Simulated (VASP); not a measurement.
Band structure of MgZr (space group R-3m). Method: PBEsol GGA, VASP's PBE PAW potentials (set 64) (plane waves; VASP).

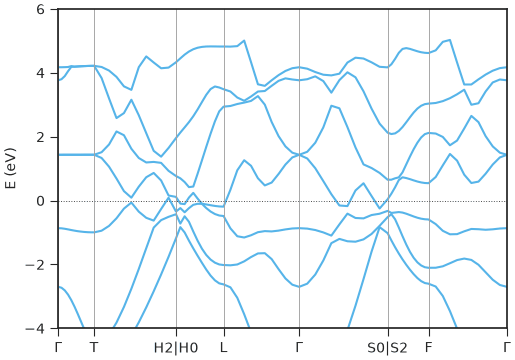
Figure. Bands along high-symmetry lines, zero at the valence-band maximum or, without a gap, the Fermi level

Task: Read the plot: is there a gap, and where are the band edges?

Result: It has no gap at this level: it comes out as a metal or semimetal. (Edges off the drawn lines would not show.)

The structure comes from a computed database's MgZr entry (R-3m); how it stands against other phases isn't given here. It was relaxed first.
